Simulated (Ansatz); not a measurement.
## Mg2Si (antifluorite type, space group Fm-3m), energy over volume and axial ratio

Mg2Si (antifluorite type, space group Fm-3m)

```cif
data_Mg8Si4
_chemical_formula_sum 'Si4 Mg8'
_space_group_name_H-M_alt 'Fm-3m'
_space_group_IT_number 225
_space_group_name_Hall '-F 4 2 3'
_cell_length_a 6.36466
_cell_length_b 6.36466
_cell_length_c 6.36466
_cell_angle_alpha 90.000
_cell_angle_beta 90.000
_cell_angle_gamma 90.000
loop_
_atom_site_label
_atom_site_type_symbol
_atom_site_symmetry_multiplicity
_atom_site_Wyckoff_symbol
_atom_site_fract_x
_atom_site_fract_y
_atom_site_fract_z
_atom_site_occupancy
Si1 Si 4 a 0.00000 0.00000 0.00000 1
Mg1 Mg 8 c 0.25000 0.25000 0.25000 1
```
(The calculation used a cell of 3 atoms; values per cell refer to that cell.)

The relaxed cell is deformed in two ways at once: its volume V is scaled, and at that volume it is stretched along z (the c axis of the conventional cell) so that c/a changes. Fractional atomic positions are held.

Method: PBE (plane waves to 420 eV, PAW, scalar-relativistic; Ansatz, a first-principles code). k mesh 9×9×9 (Γ-centred), Fermi-Dirac smearing 0.05 eV. The energy includes the smearing's −TS. As the smearing reaches across the gap at some points, the response to shear is sensitive to the k mesh, so small differences along c/a are uncertain. Mg2Si was relaxed with its symmetry unable to fall. ΔE is measured from the relaxed starting cell.

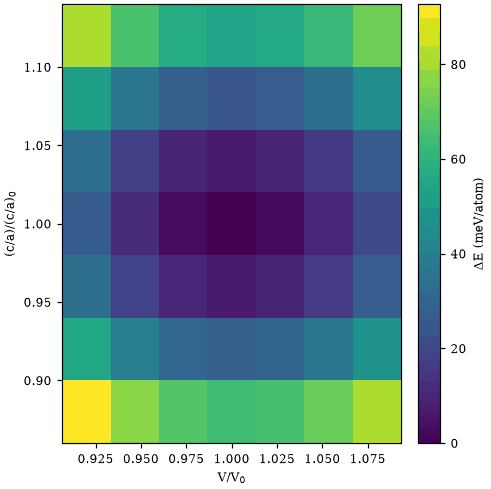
Figure: ΔE (meV/atom) over the 7×7 grid of computed points.

The shear modulus C′ = (C11 − C12)/2 (fit, atoms clamped) comes out as 46 GPa. Highest place on the grid: V/V₀ = 0.920, (c/a)/(c/a)₀ = 0.880 (93 meV/atom). Lowest place on the grid: V/V₀ = 1.000, (c/a)/(c/a)₀ = 1.000 (0 meV/atom).

Near the relaxed cell σzz − σxx = −2Cδ (compression positive), C being this modulus and δ the logarithm of the ratio.

(Under strain, the slope of the energy per volume gives the stress and its curvature an elastic modulus.)
